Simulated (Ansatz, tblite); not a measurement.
# (H2In-mu-AsH2)2 (In₂As₂H₈): spin states and exact exchange

Is the singlet the ground state of (H2In-mu-AsH2)2 (In₂As₂H₈)? Other spin states are computed and compared level by level.

Computed with Ansatz 0.2.0, Gaussian basis. Level: as each input shows.

Levels to be run: triplet, at the geometry of the singlet (GFN1-xTB, GFN2-xTB, PBE0-D4/def2-TZVP, PBE-D4/def2-TZVP, r2SCAN-D4/def2-TZVP); the singlet's energies come from earlier runs.

3 further runs of the same task are left out: 3 set aside as unsound or not needed.

## (1) The geometry

The geometry is that of the singlet, from an earlier relaxation (PBE0-D4/def2-SVP).

12 atoms, charge 0, spin multiplicity 1.

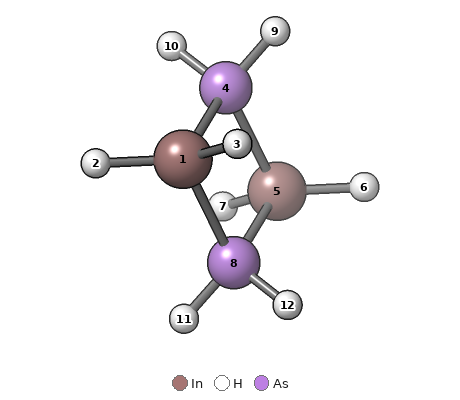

The geometry (indium brown, hydrogen white, arsenic purple); atoms are numbered from 1 in the order of the file.

In takes a core potential in the def2 sets. No spin-orbit coupling is included.

## (2) Triplet at the fixed geometry, GFN1-xTB

Tight binding, by tblite at 300 K electronic temperature and without a spin-polarisation term:

```python
tblite.interface.Calculator('GFN1-xTB', numbers, positions, charge=0, uhf=2).singlepoint()
```

Energy -325.0228 eV; 0.011 s.

## (3) Triplet at the fixed geometry, GFN2-xTB

Tight binding, by tblite at 300 K electronic temperature and without a spin-polarisation term:

```python
tblite.interface.Calculator('GFN2-xTB', numbers, positions, charge=0, uhf=2).singlepoint()
```

Energy -299.5770 eV; 0.013 s.

## (4) Triplet at the fixed geometry, PBE0-D4/def2-TZVP

in.yaml reads:

```yaml
crystal:
  periodic: [false, false, false]
  atoms:
    - {symbol: In, position_ang: [1.172289, -0.773577, 1.548890]}
    - {symbol: H, position_ang: [2.516661, 0.201582, 2.005620]}
    - {symbol: H, position_ang: [0.646147, -2.290024, 2.173717]}
    - {symbol: As, position_ang: [1.005943, -0.832901, -1.176704]}
    - {symbol: In, position_ang: [-1.175908, 0.768760, -1.548551]}
    - {symbol: H, position_ang: [-2.518494, -0.211154, -2.000246]}
    - {symbol: H, position_ang: [-0.655076, 2.285091, -2.178144]}
    - {symbol: As, position_ang: [-1.004575, 0.834785, 1.176595]}
    - {symbol: H, position_ang: [0.894814, -2.212775, -1.778587]}
    - {symbol: H, position_ang: [2.253303, -0.383160, -1.898183]}
    - {symbol: H, position_ang: [-0.882428, 2.216687, 1.771670]}
    - {symbol: H, position_ang: [-2.252676, 0.396697, 1.903923]}
basis:
  gaussian: {orbitals: def2-TZVP}
magnetization: {spin_polarized: true, initial_magnetization: 2}
hamiltonian: {xc: pbe0, dispersion: d4}
scf: {omitted_lower_state_checks: [starts]}
output: {orbitals: {seedname: orbitals}}
```

The run is started by

```bash
> ansatz run in.yaml --threads 2 --pin off --events-out ev --progress --plain --max-ram 22528MiB --backend cpu
```

What it wrote:

```text
Functional definition: PBE0
  name "PBE0"
  cite "Adamo & Barone, J. Chem. Phys. 110, 6158 (1999) doi:10.1063/1.478522"
  cite "Perdew, Burke & Ernzerhof, Phys. Rev. Lett. 77, 3865 (1996) doi:10.1103/PhysRevLett.77.3865"
  parent pbe
  parameter a = 0.25
  parameter kappa = 0.804
  parameter beta = 0.06672455060314922
  exchange = (1 - a)*pbe_x(kappa = kappa, mu = beta*pi^2/3) + a*exact_x
  correlation = pbe_c(beta = beta)
these checks for a lower state are left out or cut short: starts
2160 factors; their error is unknown
mean field evaluation 1: about -132139.5769 eV, gradient 1.7e1 eV
mean field evaluation 2: about -132140.3702 eV, gradient 1.2e1 eV
mean field evaluation 4: about -132140.7579 eV, gradient 5.0e-1 eV
mean field evaluation 8: about -132140.7641 eV, gradient 5.1e-2 eV
mean field evaluation 16: about -132141.3431 eV, gradient 8.8e-4 eV
mean field evaluation 32: about -132141.6197 eV, gradient 4.3e-3 eV
mean field -132141.61971652 eV, -4856.1149557751 hartree, gradient 4.8e-6 eV, S^2 2.005192; 0 other end points of the search recorded, 0 dependent functions left out
reference -132141.61979203 eV, -4856.1149585502 hartree; 59, 57 occupied and 185, 187 virtual orbitals, 2160 factors
Total energy: -132141.96237342 eV, -4856.1275481841 hartree
Checks for a lower state left out: starts
```

It took 82 s on 2 threads of AMD EPYC 7R13, shared host; peak memory 2.5 GiB.

From the report: HOMO -2.63 eV, LUMO -5.94 eV (over both spins; with the spin held, an empty level of the minority spin lies below the top filled one); ⟨S²⟩ 2.005 (pure: 2.00).

## (5) Triplet at the fixed geometry, PBE-D4/def2-TZVP

start.molden holds the orbitals of an earlier run on this state, given as this run's starting guess.

Edit in.yaml of step 4 so:

```diff
@@ -16,5 +16,5 @@
 basis:
-  gaussian: {orbitals: def2-TZVP}
+  gaussian: {orbitals: def2-TZVP, initial_orbitals: start.molden}
 magnetization: {spin_polarized: true, initial_magnetization: 2}
-hamiltonian: {xc: pbe0, dispersion: d4}
+hamiltonian: {xc: pbe, dispersion: d4}
 scf: {omitted_lower_state_checks: [starts]}
```

Launched as before.

What it wrote:

```text
Functional definition: PBE
  name "PBE"
  cite "Perdew, Burke & Ernzerhof, Phys. Rev. Lett. 77, 3865 (1996) doi:10.1103/PhysRevLett.77.3865"
  parent pbe
  parameter kappa = 0.804
  parameter beta = 0.06672455060314922
  exchange = pbe_x(kappa = kappa, mu = beta*pi^2/3)
  correlation = pbe_c(beta = beta)
these checks for a lower state are left out or cut short: starts
1874 factors; their error is unknown
mean field evaluation 1: about -132137.9710 eV, gradient 9.0e0 eV
mean field evaluation 2: about -132138.1830 eV, gradient 3.8e-1 eV
mean field evaluation 4: about -132138.2237 eV, gradient 2.9e-2 eV
mean field evaluation 8: about -132138.2183 eV, gradient 2.2e-5 eV
mean field -132138.21827816 eV, -4855.9899552210 hartree, gradient 6.6e-6 eV, S^2 2.001861; 0 other end points of the search recorded, 0 dependent functions left out
reference -132138.21837719 eV, -4855.9899588605 hartree; 59, 57 occupied and 185, 187 virtual orbitals, 1874 factors
Total energy: -132138.61042791 eV, -4856.0043664585 hartree
Checks for a lower state left out: starts
```

Run time: 14 s. Hardware: 2 threads of AMD EPYC 7R13, shared host.

HOMO -2.20 eV, LUMO -6.31 eV (over both spins; with the spin held, an empty level of the minority spin lies below the top filled one); ⟨S²⟩ 2.002 (pure: 2.00).

## (6) Triplet at the fixed geometry, r2SCAN-D4/def2-TZVP

Edit in.yaml of step 5 so:

```diff
@@ -18,3 +18,3 @@
 magnetization: {spin_polarized: true, initial_magnetization: 2}
-hamiltonian: {xc: pbe, dispersion: d4}
+hamiltonian: {xc: r2scan, dispersion: d4}
 scf: {omitted_lower_state_checks: [starts]}
```

Launched as before.

What it wrote:

```text
Functional definition: r2SCAN
  name "r2SCAN"
  cite "Furness, Kaplan, Ning, Perdew & Sun, J. Phys. Chem. Lett. 11, 8208 (2020) doi:10.1021/acs.jpclett.0c02405"
  cite "Furness, Kaplan, Ning, Perdew & Sun, J. Phys. Chem. Lett. 11, 9248 (2020) doi:10.1021/acs.jpclett.0c03077"
  parent r2scan
  parameter k0 = 0.174
  parameter k1 = 0.065
  parameter a1 = 4.9479
  exchange = r2scan_x(k0 = k0, k1 = k1, a1 = a1)
  correlation = r2scan_c
these checks for a lower state are left out or cut short: starts
1874 factors; their error is unknown
mean field evaluation 1: about -132159.9748 eV, gradient 6.8e0 eV
mean field evaluation 2: about -132160.0774 eV, gradient 2.2e-1 eV
mean field evaluation 4: about -132160.0956 eV, gradient 6.2e-1 eV
mean field evaluation 8: about -132160.1001 eV, gradient 1.9e-4 eV
mean field evaluation 16: about -132160.1001 eV, gradient 4.8e-6 eV
mean field -132160.10014383 eV, -4856.7940989523 hartree, gradient 4.8e-6 eV, S^2 2.004816; 0 other end points of the search recorded, 0 dependent functions left out
reference -132160.10019142 eV, -4856.7941007014 hartree; 59, 57 occupied and 185, 187 virtual orbitals, 1874 factors
Total energy: -132160.19153829 eV, -4856.7974576368 hartree
Checks for a lower state left out: starts
```

Run time: 36 s. Hardware: 2 threads of AMD EPYC 7R13, shared host; peak memory 0.63 GiB.

From the report: HOMO -2.25 eV, LUMO -6.43 eV (over both spins; with the spin held, an empty level of the minority spin lies below the top filled one); ⟨S²⟩ 2.005 (pure: 2.00).

## (7) Triplet less singlet, vertical

The singlet's energies are those of its earlier runs, whose logs aren't repeated here.

```csv
level,"triplet less singlet, vertical (eV)",time
GFN1-xTB,+4.288,0.019 s
GFN2-xTB,+4.391,0.019 s
PBE-D4/def2-TZVP,+4.234,18 s
r2SCAN-D4/def2-TZVP,+4.516,46 s
PBE0-D4/def2-TZVP,+4.703,97 s
```

Times add the two runs; a level without a time comes out of a correlated run. Tight binding without a spin term can't rank spin states.

## (8) What came out

```
                                                quantity                                   value
triplet less singlet, vertical, functionals in def2-TZVP  +4.234 (PBE-D4) to +4.703 eV (PBE0-D4)
```

**Reading.** All functionals put the triplet above the singlet, over a spread of 0.469 eV. The checks for a lower triplet were left out, so another state of that spin may lie lower. These are electronic energies, without zero-point motion, entropy or surroundings.
